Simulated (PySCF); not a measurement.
# C3H6ClNSi: NMR shifts at several levels of theory, part 2 of 2

PySCF 2.14.0. Atoms count from 0.

**9. NMR shieldings: KT2/pcSseg-1**

The job: settings as JSON, then the geometry in Å.

```
{"job": {"kind": "nmr", "xc": "KT2", "basis": "pcSseg-1", "pop": false}, "charge": 0, "multiplicity": 1}
C      0.250497    -2.012479     1.050944
C     -0.176395    -3.264565     0.849381
Si    -1.725452    -3.642187    -0.094586
Cl    -2.920834    -4.907974     1.059969
N     -2.539688    -2.140927    -0.435158
C     -3.724279    -1.834307    -0.127320
H     -0.301816    -1.152763     0.656438
H      1.164632    -1.795782     1.614705
H      0.403494    -4.100033     1.261920
H     -1.483119    -4.344205    -1.381665
H     -4.131444    -0.841791    -0.394488
H     -4.417286    -2.510548     0.415095
```

Level: GIAO KT2/pcSseg-1 NMR shielding, non-relativistic, gas phase.

What it wrote:

```text
coarse grid: 11288 points
cycle   1  E = -931.1528292826  dE =  4.624e-01  |g| = 5.608e-01  |ddm| = 3.159e+00
cycle   2  E = -930.9522606576  dE =  2.006e-01  |g| = 1.048e+00  |ddm| = 1.499e+00
cycle   3  E = -931.2133015662  dE = -2.610e-01  |g| = 2.762e-01  |ddm| = 1.089e+00
cycle   4  E = -931.2316851637  dE = -1.838e-02  |g| = 3.777e-02  |ddm| = 2.402e-01
cycle   5  E = -931.2320207681  dE = -3.356e-04  |g| = 1.311e-02  |ddm| = 5.861e-02
cycle   6  E = -931.2320684536  dE = -4.769e-05  |g| = 3.117e-03  |ddm| = 1.940e-02
cycle   7  E = -931.2320703457  dE = -1.892e-06  |g| = 1.924e-03  |ddm| = 4.910e-03
final grid: 100520 points
cycle   8  E = -931.2522728711  dE = -1.389e-04  |g| = 2.366e-02  |ddm| = 3.880e-02
cycle   9  E = -931.2520714862  dE =  2.014e-04  |g| = 3.362e-02  |ddm| = 5.429e-02
cycle  10  E = -931.2523451099  dE = -2.736e-04  |g| = 1.021e-02  |ddm| = 4.200e-02
cycle  11  E = -931.2523702122  dE = -2.510e-05  |g| = 3.267e-03  |ddm| = 9.376e-03
cycle  12  E = -931.2523731348  dE = -2.923e-06  |g| = 3.532e-04  |ddm| = 2.913e-03
cycle  13  E = -931.2523731567  dE = -2.194e-08  |g| = 1.911e-04  |ddm| = 3.798e-04
cycle  14  E = -931.2523731658  dE = -9.033e-09  |g| = 3.116e-05  |ddm| = 1.706e-04
cycle  15  E = -931.2523731660  dE = -2.649e-10  |g| = 8.027e-06  |ddm| = 4.226e-05
converged SCF energy = -931.2523731660

GIAO shielding tensors (ppm)
atom      isotropic    diamagn.    paramagn.     s11        s22        s33       span
  0 C       46.121     260.790    -214.669    -65.740     40.034    164.067    229.807
  1 C       52.793     260.720    -207.927    -50.058     48.468    159.970    210.028
  2 Si     376.056     880.603    -504.546    329.257    394.681    404.231     74.974
  3 Cl     931.686    1146.650    -214.964    874.052    933.977    987.029    112.977
  4 N     -114.812     328.994    -443.806   -447.799   -152.194    255.558    703.358
  5 C       16.736     248.090    -231.354    -67.750     -9.860    127.819    195.568
  6 H       25.010      36.550     -11.539     22.047     23.468     29.516      7.469
  7 H       24.886      31.710      -6.824     22.162     24.391     28.106      5.945
  8 H       25.118      28.122      -3.004     23.283     24.627     27.446      4.163
  9 H       25.296      25.787      -0.491     21.824     23.885     30.178      8.354
 10 H       22.723      30.804      -8.082     21.536     22.946     23.685      2.149
 11 H       22.709      24.400      -1.691     20.569     21.586     25.973      5.404
```

It took 19 s on 1 thread of Arm Neoverse V1, shared host; peak memory 0.73 GiB.

This run: δ C5 166.5, C0 137.1, C1 130.4, Si2 -15.0, H11 8.47, H10 8.46 ppm.

**10. Shielding tensors: KT3/pcSseg-1**

The job, as its differences from that of step 9:

```diff
@@ -1,2 +1,2 @@
-{"job": {"kind": "nmr", "xc": "KT2", "basis": "pcSseg-1", "pop": false}, "charge": 0, "multiplicity": 1}
+{"job": {"kind": "nmr", "xc": "KT3", "basis": "pcSseg-1", "pop": false}, "charge": 0, "multiplicity": 1}
 C      0.250497    -2.012479     1.050944
```

With the program's defaults for keys left out, this is: GIAO KT3/pcSseg-1 NMR shielding, non-relativistic, gas phase.

What it wrote:

```text
coarse grid: 11288 points
cycle   1  E = -930.3667477695  dE =  4.509e-01  |g| = 5.939e-01  |ddm| = 3.179e+00
cycle   2  E = -930.1515195710  dE =  2.152e-01  |g| = 1.091e+00  |ddm| = 1.619e+00
cycle   3  E = -930.4336775479  dE = -2.822e-01  |g| = 2.999e-01  |ddm| = 1.171e+00
cycle   4  E = -930.4554382880  dE = -2.176e-02  |g| = 3.787e-02  |ddm| = 2.531e-01
cycle   5  E = -930.4557694743  dE = -3.312e-04  |g| = 1.486e-02  |ddm| = 6.041e-02
cycle   6  E = -930.4558291621  dE = -5.969e-05  |g| = 3.924e-03  |ddm| = 2.140e-02
cycle   7  E = -930.4558318541  dE = -2.692e-06  |g| = 2.652e-03  |ddm| = 5.822e-03
final grid: 100520 points
cycle   8  E = -930.4704096651  dE = -1.611e-04  |g| = 2.178e-02  |ddm| = 4.420e-02
cycle   9  E = -930.4702553322  dE =  1.543e-04  |g| = 2.924e-02  |ddm| = 4.591e-02
cycle  10  E = -930.4704360496  dE = -1.807e-04  |g| = 1.230e-02  |ddm| = 3.722e-02
cycle  11  E = -930.4704746486  dE = -3.860e-05  |g| = 2.596e-03  |ddm| = 1.016e-02
cycle  12  E = -930.4704765379  dE = -1.889e-06  |g| = 4.254e-04  |ddm| = 2.829e-03
cycle  13  E = -930.4704765724  dE = -3.450e-08  |g| = 2.090e-04  |ddm| = 4.368e-04
cycle  14  E = -930.4704765832  dE = -1.083e-08  |g| = 4.296e-05  |ddm| = 2.083e-04
cycle  15  E = -930.4704765837  dE = -5.014e-10  |g| = 6.152e-06  |ddm| = 4.859e-05
converged SCF energy = -930.4704765837

GIAO shielding tensors (ppm)
atom      isotropic    diamagn.    paramagn.     s11        s22        s33       span
  0 C       47.691     260.320    -212.628    -64.480     44.532    163.023    227.503
  1 C       54.702     259.841    -205.139    -48.360     51.943    160.522    208.882
  2 Si     383.227     879.816    -496.589    339.291    400.099    410.291     71.000
  3 Cl     939.160    1146.596    -207.436    882.068    935.386   1000.027    117.959
  4 N     -109.922     329.877    -439.799   -437.193   -148.287    255.714    692.907
  5 C       18.932     247.953    -229.021    -67.757     -2.617    127.169    194.925
  6 H       25.185      36.913     -11.728     22.178     23.679     29.697      7.519
  7 H       25.055      31.961      -6.906     22.244     24.586     28.335      6.091
  8 H       25.302      28.296      -2.994     23.362     24.809     27.735      4.373
  9 H       25.668      25.900      -0.232     22.237     24.249     30.519      8.282
 10 H       22.865      31.204      -8.339     21.754     23.098     23.744      1.990
 11 H       22.892      24.358      -1.466     20.821     21.680     26.174      5.353
```

Run time: 19 s. Hardware: 1 thread of Arm Neoverse V1, shared host; peak memory 0.73 GiB.

Key values: δ C5 163.4, C0 134.6, C1 127.6, Si2 -17.7, H10 8.45, H11 8.43 ppm.

**11. Nuclear shieldings: B97-D/pcSseg-1**

The job, as its differences from that of step 10:

```diff
@@ -1,2 +1,2 @@
-{"job": {"kind": "nmr", "xc": "KT3", "basis": "pcSseg-1", "pop": false}, "charge": 0, "multiplicity": 1}
+{"job": {"kind": "nmr", "xc": "B97-D", "basis": "pcSseg-1", "pop": false}, "charge": 0, "multiplicity": 1}
 C      0.250497    -2.012479     1.050944
```

With the program's defaults for keys left out, this is: GIAO B97-D/pcSseg-1 NMR shielding, non-relativistic, gas phase.

What it wrote:

```text
coarse grid: 11288 points
cycle   1  E = -922.1424663137  dE =  4.294e-01  |g| = 5.954e-01  |ddm| = 3.200e+00
cycle   2  E = -921.9220506821  dE =  2.204e-01  |g| = 1.118e+00  |ddm| = 1.572e+00
cycle   3  E = -922.2099800582  dE = -2.879e-01  |g| = 3.025e-01  |ddm| = 1.134e+00
cycle   4  E = -922.2319556038  dE = -2.198e-02  |g| = 3.010e-02  |ddm| = 2.428e-01
cycle   5  E = -922.2321619736  dE = -2.064e-04  |g| = 1.438e-02  |ddm| = 5.483e-02
cycle   6  E = -922.2322202157  dE = -5.824e-05  |g| = 3.448e-03  |ddm| = 2.012e-02
cycle   7  E = -922.2322217510  dE = -1.535e-06  |g| = 2.533e-03  |ddm| = 5.224e-03
final grid: 100520 points
cycle   8  E = -922.2408889937  dE = -3.422e-05  |g| = 1.658e-02  |ddm| = 3.162e-02
cycle   9  E = -922.2407210105  dE =  1.680e-04  |g| = 2.941e-02  |ddm| = 4.240e-02
cycle  10  E = -922.2409311963  dE = -2.102e-04  |g| = 7.841e-03  |ddm| = 3.113e-02
cycle  11  E = -922.2409460568  dE = -1.486e-05  |g| = 1.474e-03  |ddm| = 6.195e-03
cycle  12  E = -922.2409465983  dE = -5.415e-07  |g| = 4.602e-04  |ddm| = 1.512e-03
cycle  13  E = -922.2409466526  dE = -5.426e-08  |g| = 6.967e-05  |ddm| = 3.802e-04
cycle  14  E = -922.2409466537  dE = -1.108e-09  |g| = 1.782e-05  |ddm| = 7.880e-05
cycle  15  E = -922.2409466537  dE = -7.503e-11  |g| = 4.775e-06  |ddm| = 2.321e-05
converged SCF energy = -922.2409466537

GIAO shielding tensors (ppm)
atom      isotropic    diamagn.    paramagn.     s11        s22        s33       span
  0 C       38.501     259.876    -221.375    -78.222     33.456    160.269    238.491
  1 C       45.286     259.563    -214.277    -62.647     40.090    158.415    221.063
  2 Si     364.489     878.337    -513.848    319.309    380.872    393.285     73.976
  3 Cl     933.605    1145.832    -212.226    876.165    930.353    994.298    118.133
  4 N     -129.571     328.933    -458.504   -477.499   -167.265    256.050    733.548
  5 C        7.988     247.487    -239.499    -81.016    -18.886    123.866    204.882
  6 H       25.142      36.697     -11.555     21.997     23.748     29.681      7.685
  7 H       25.050      31.901      -6.851     22.218     24.715     28.216      5.997
  8 H       25.277      28.116      -2.839     23.016     24.909     27.907      4.892
  9 H       25.701      26.162      -0.461     22.242     24.332     30.529      8.287
 10 H       22.798      30.997      -8.199     21.761     23.161     23.474      1.713
 11 H       22.750      24.625      -1.875     20.864     21.386     26.000      5.136
```

Wall time 20 s (1 thread of Arm Neoverse V1, shared host); peak memory 0.73 GiB.

This run: δ C5 171.2, C0 140.7, C1 133.9, Si2 -17.3, H11 8.66, H10 8.61 ppm.

**12. NMR shieldings: B3LYP/pcSseg-1**

The job, as its differences from that of step 11:

```diff
@@ -1,2 +1,2 @@
-{"job": {"kind": "nmr", "xc": "B97-D", "basis": "pcSseg-1", "pop": false}, "charge": 0, "multiplicity": 1}
+{"job": {"kind": "nmr", "xc": "B3LYP", "basis": "pcSseg-1", "pop": false}, "charge": 0, "multiplicity": 1}
 C      0.250497    -2.012479     1.050944
```

Level: GIAO B3LYP/pcSseg-1 NMR shielding, non-relativistic, gas phase.

What it wrote:

```text
coarse grid: 11288 points
cycle   1  E = -922.2939205440  dE =  4.864e-01  |g| = 5.227e-01  |ddm| = 3.147e+00
cycle   2  E = -922.2033771627  dE =  9.054e-02  |g| = 8.253e-01  |ddm| = 1.117e+00
cycle   3  E = -922.3542733336  dE = -1.509e-01  |g| = 1.683e-01  |ddm| = 7.184e-01
cycle   4  E = -922.3607480313  dE = -6.475e-03  |g| = 2.691e-02  |ddm| = 1.471e-01
cycle   5  E = -922.3609091709  dE = -1.611e-04  |g| = 5.113e-03  |ddm| = 2.824e-02
cycle   6  E = -922.3609159412  dE = -6.770e-06  |g| = 1.966e-03  |ddm| = 8.034e-03
final grid: 100520 points
cycle   7  E = -922.3965800636  dE = -1.458e-05  |g| = 5.777e-03  |ddm| = 1.561e-02
cycle   8  E = -922.3965749454  dE =  5.118e-06  |g| = 7.266e-03  |ddm| = 1.173e-02
cycle   9  E = -922.3965885315  dE = -1.359e-05  |g| = 1.023e-03  |ddm| = 7.057e-03
cycle  10  E = -922.3965887635  dE = -2.320e-07  |g| = 2.250e-04  |ddm| = 7.980e-04
cycle  11  E = -922.3965887739  dE = -1.035e-08  |g| = 4.785e-05  |ddm| = 1.829e-04
cycle  12  E = -922.3965887741  dE = -2.242e-10  |g| = 3.854e-05  |ddm| = 6.481e-05
cycle  13  E = -922.3965887744  dE = -3.688e-10  |g| = 2.874e-06  |ddm| = 2.661e-05
converged SCF energy = -922.3965887744

GIAO shielding tensors (ppm)
atom      isotropic    diamagn.    paramagn.     s11        s22        s33       span
  0 C       31.429     259.667    -228.239    -96.455     28.984    161.757    258.212
  1 C       38.388     260.055    -221.667    -79.584     35.167    159.582    239.166
  2 Si     354.134     877.004    -522.870    309.954    370.394    382.056     72.102
  3 Cl     938.462    1145.099    -206.637    878.891    936.095   1000.399    121.508
  4 N     -153.754     329.305    -483.059   -532.584   -190.588    261.910    794.494
  5 C        1.152     247.058    -245.906    -96.404    -25.521    125.381    221.785
  6 H       25.059      36.540     -11.481     21.735     23.646     29.795      8.060
  7 H       24.992      31.803      -6.811     22.002     24.568     28.405      6.403
  8 H       25.212      28.072      -2.860     22.789     24.816     28.032      5.243
  9 H       25.756      26.119      -0.364     22.250     24.348     30.669      8.419
 10 H       22.784      30.810      -8.026     21.672     23.092     23.588      1.916
 11 H       22.827      24.701      -1.874     20.916     21.262     26.303      5.387
```

Run time: 17 s. Hardware: 1 thread of Arm Neoverse V1, shared host; peak memory 0.79 GiB.

In short: δ C5 178.1, C0 147.8, C1 140.8, Si2 -16.3, H10 8.60, H11 8.56 ppm.

**13. Run by run: NMR shifts**

Shifts (ppm) of some atoms, chosen among heavy atoms and hydrogens apart, with basis size and wall time:

```tsv
run	C5	C0	C1	H11	H9	Cl3	N4	functions	time
HF/pcSseg-1	176.2	150.2	137.1	8.17	5.15	-38	404.4	146	7.2 s
LDA/pcSseg-1	188.4	153.6	147.8	8.93	6.23	32	439.2	146	17 s
PBE/pcSseg-1	177.8	146.1	139.5	8.76	5.95	9	410.9	146	19 s
BLYP/pcSseg-1	175.9	145.0	140.2	8.68	5.78	1	415.6	146	18 s
BP86/pcSseg-1	177.5	146.0	139.3	8.75	5.93	7	407.1	146	19 s
OPBE/pcSseg-1	171.4	140.8	131.9	8.73	5.88	-2	383.7	146	20 s
KT2/pcSseg-1	166.5	137.1	130.4	8.47	5.88	11	379.1	146	19 s
KT3/pcSseg-1	163.4	134.6	127.6	8.43	5.65	-5	371.9	146	19 s
B97-D/pcSseg-1	171.2	140.7	133.9	8.66	5.71	-8	390.4	146	20 s
B3LYP/pcSseg-1	178.1	147.8	140.8	8.56	5.63	-8	417.3	146	17 s
```

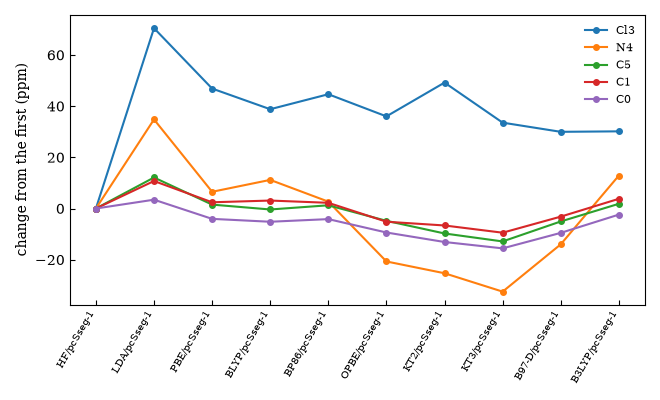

How five of the tabulated atoms move from run to run.

**14. Results**

This closing draws on all 2 parts.

| quantity | value |
| --- | --- |
| point group | C1 |
| rotational constants (main isotopes) | 2.67, 1.94, 1.27 GHz |
| ¹³C shifts against TMS (HF/pcSseg-1) | 176.2, 150.2, 137.1 ppm |
| ¹H shifts against TMS (HF/pcSseg-1) | 8.45, 8.17, 6.54, 6.51, 6.08, 5.15 ppm |
| ²⁹Si shifts against TMS (HF/pcSseg-1) | -16.5 ppm |
| ³⁵Cl shifts against HCl (HF/pcSseg-1) | -38 ppm |
| ¹⁵N shifts against NH3 (HF/pcSseg-1) | 404.4 ppm |
| range of the shift of Cl3 | -38 to 32 ppm |

Single values in the summary come from the first run of each kind that ended normally (HF/pcSseg-1), which need not be the best level. Relaxing lowered the energy by 0.192 eV in 9 steps; the close pair that moved most is Si2–Cl3, from 2.011 to 2.089 Å. No frequency check was run at this level, so the end point may be a saddle. At HF/pcSseg-1: The largest span, 810 ppm, is at N4, where the paramagnetic term is -470 ppm. Across the 10 runs the shift of Cl3 moves most, between -38 (HF/pcSseg-1) and 32 ppm (LDA/pcSseg-1).
